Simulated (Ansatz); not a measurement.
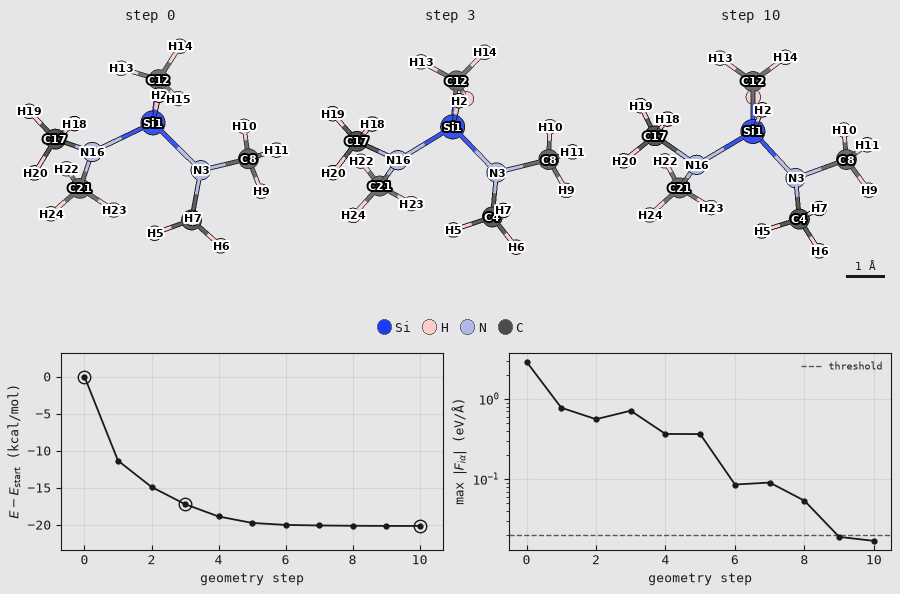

Frames of a relaxation of C5H16N2Si, marked on the history of the run. The picture is a ball-and-stick view, seen at a tilt.

The run prepares the start of a later molecular dynamics calculation, from a guessed geometry.

The calculation used Ansatz, RKS r2SCAN-D4/STO-3G.

Input
```yaml
crystal:
  periodic: [false, false, false]
  atoms:
    - { symbol: Si, position_ang: [0.0, 0.0, 0.0] }
    - { symbol: H, position_ang: [0.0, 0.0, 1.46] }
    - { symbol: "N", position_ang: [1.7163, 0.0, -0.6061] }
    - { symbol: C, position_ang: [2.4072, -1.273, -0.8567] }
    - { symbol: H, position_ang: [1.7433, -1.947, -1.4373] }
    - { symbol: H, position_ang: [3.3364, -1.083, -1.4334] }
    - { symbol: H, position_ang: [2.6645, -1.7518, 0.1112] }
    - { symbol: C, position_ang: [2.4114, 1.273, -0.8449] }
    - { symbol: H, position_ang: [3.0382, 1.1875, -1.757] }
    - { symbol: H, position_ang: [1.6647, 2.0824, -0.9844] }
    - { symbol: H, position_ang: [3.0569, 1.5118, 0.0259] }
    - { symbol: C, position_ang: [-0.8808, 1.5259, -0.6227] }
    - { symbol: H, position_ang: [-1.9334, 1.2723, -0.8671] }
    - { symbol: H, position_ang: [-0.8624, 2.3106, 0.1622] }
    - { symbol: H, position_ang: [-0.3704, 1.9025, -1.5336] }
    - { symbol: "N", position_ang: [-0.8572, -1.4851, -0.6061] }
    - { symbol: C, position_ang: [-1.5991, -2.3398, 0.332] }
    - { symbol: H, position_ang: [-1.2218, -2.1735, 1.3626] }
    - { symbol: H, position_ang: [-2.6791, -2.0872, 0.2887] }
    - { symbol: H, position_ang: [-1.4574, -3.4051, 0.0541] }
    - { symbol: C, position_ang: [-0.8082, -1.8308, -2.034] }
    - { symbol: H, position_ang: [-1.6103, -1.2865, -2.5747] }
    - { symbol: H, position_ang: [0.1794, -1.5432, -2.4511] }
    - { symbol: H, position_ang: [-0.9565, -2.9241, -2.1559] }
basis:
  gaussian: { orbitals: STO-3G }
hamiltonian:
  xc: r2scan
  dispersion: d4
relax:
  f_tol: 0.02
  max_steps: 40
```

Run as
```bash
ansatz run input.yaml --threads 1 --pin off --max-ram 2048MiB --backend cpu --events-out ev --progress --plain --runs-dir out
```

Question: What happens along the run?

Answer: The energy falls by 20.2 kcal/mol in 10 geometry steps. Largest force component: 2.9 eV/Å at the start, 0.017 eV/Å at the end. The atom that moves furthest after the best rigid fit is H7 (0.78 Å). Largest moves by element: H 0.78 Å, N 0.45 Å, Si 0.23 Å, C 0.23 Å. Some distances before and after: Si1–N16 1.819 → 1.777 Å, N16–C17 1.470 → 1.496 Å, C12–H15 1.110 → 1.095 Å, C12–H13 1.110 → 1.096 Å. Among the angles between lasting bonds that change: C4–N3–C8 120.0° → 109.3°, C17–N16–C21 120.0° → 109.6°, Si1–N3–C4 120.0° → 112.1°. Groups turn about Si1–C12 by about 25°. From step 0 to 3: H5 moves most (0.39 Å), energy −17.2 kcal/mol. From step 3 to 10: H20 moves most (0.49 Å), energy −2.94 kcal/mol.

| step | E − E(0), kcal/mol | largest force component, eV/Å |
| --- | --- | --- |
| 0 | 0.00 | 2.9109 |
| 1 | -11.34 | 0.7767 |
| 2 | -14.89 | 0.5586 |
| 3 | -17.21 | 0.7127 |
| 4 | -18.87 | 0.3656 |
| 5 | -19.74 | 0.3641 |
| 6 | -20.01 | 0.0856 |
| 7 | -20.09 | 0.0905 |
| 8 | -20.13 | 0.0538 |
| 9 | -20.15 | 0.0190 |
| 10 | -20.15 | 0.0170 |

Limits of the set-up: STO-3G is a minimal basis, so the numbers are rough.
